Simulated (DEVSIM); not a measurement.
Structure: illuminated Si n-on-p cell, one wavelength, at 400 K.

```tsv
layer (left to right)	material	thickness (μm)	Nd (cm⁻³)	Na (cm⁻³)	τn (s)	τp (s)	absorption coefficient (cm⁻¹)
1	Si	0.550	5.5e17	-	1.2e-7	4.8e-8	510
2	Si	280	-	5.2e16	5.8e-7	5.8e-7	510
```

Left contact: ohmic, minority hole recombination velocity 1e5 cm/s. Right contact: ohmic, minority electron recombination velocity 6e5 cm/s. Voltage is applied to the left contact. Recombination: SRH at mid-gap, radiative, Auger. Light enters at the left, 2e17 photons cm⁻² s⁻¹, one pass, no reflection. Mobility is constant in doping.

Constants are typed, rounded textbook-type inputs, not results; the design itself was drawn at random and stands for no fabricated device. Values at 300 K; Nc and Nv go as T^1.5, mobilities as T to minus their exponent, the gap by Varshni's rule with the affinity fixed.

```tsv
parameter	Si
gap (eV)	1.124
affinity (eV)	4.05
permittivity	11.7
Nc (cm⁻³)	2.86e19
Nv (cm⁻³)	3.1e19
μn (cm²/Vs)	1417
μp (cm²/Vs)	470
T exponent of μn	2.3
T exponent of μp	2.2
B (cm³/s)	4.7e-15
Cn (cm⁶/s)	2.8e-31
Cp (cm⁶/s)	9.9e-32
Varshni α (eV/K)	0.000473
Varshni β (K)	636
```

Simulated with DEVSIM: 1D drift-diffusion, Boltzmann statistics, complete ionisation; no tunnelling, impact ionisation, image-force lowering or self-heating.

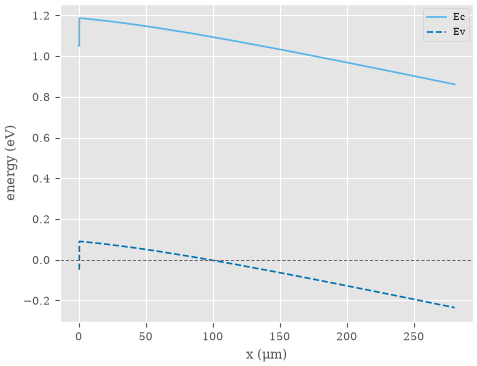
Figure. Band edges at -0.9 V on the left contact, in the dark

Energies count from the Fermi level of the right contact; mesh points crowd at the junctions.

```
x (μm)   Ec (eV)  Ev (eV)  n (cm⁻³)  p (cm⁻³)  field (V/cm)
-------  -------  -------  --------  --------  ------------
0.000      1.051   -0.045    5.5e17    7.5e14           -69
0.03803    1.051   -0.045    5.5e17    7.8e14           ≈ 0
0.1368     1.051   -0.045    5.5e17    8.6e14           ≈ 0
0.3441     1.051   -0.045    5.5e17    1.0e15           ≈ 0
0.5057     1.051   -0.045    5.5e17    1.2e15            74
0.5474     1.079   -0.017    2.4e17    2.8e15         40000
0.5849     1.172    0.075    1.7e16    4.0e16          8300
0.7435     1.187    0.090    1.1e16    6.3e16           ≈ 0
1.105      1.186    0.090    1.1e16    6.3e16           ≈ 0
2.133      1.186    0.089    1.0e16    6.2e16           ≈ 0
4.806      1.184    0.088    9.9e15    6.2e16           ≈ 0
16.33      1.176    0.080    7.9e15    6.0e16           ≈ 0
42.61      1.154    0.058    4.9e15    5.7e16           ≈ 0
117.3      1.073   -0.023    1.6e15    5.4e16           -12
234.1      0.924   -0.173    3.0e14    5.2e16           -13
263.1      0.885   -0.212    1.5e14    5.2e16           -13
274.3      0.870   -0.227    6.5e13    5.2e16           -14
278.2      0.864   -0.232    2.9e13    5.2e16           -14
279.9      0.862   -0.234    1.1e13    5.2e16           -14
280.3      0.862   -0.235    7.0e12    5.2e16           -14
280.5      0.861   -0.235    5.3e12    5.2e16           -14
280.6      0.861   -0.235    4.6e12    5.2e16           -15
```
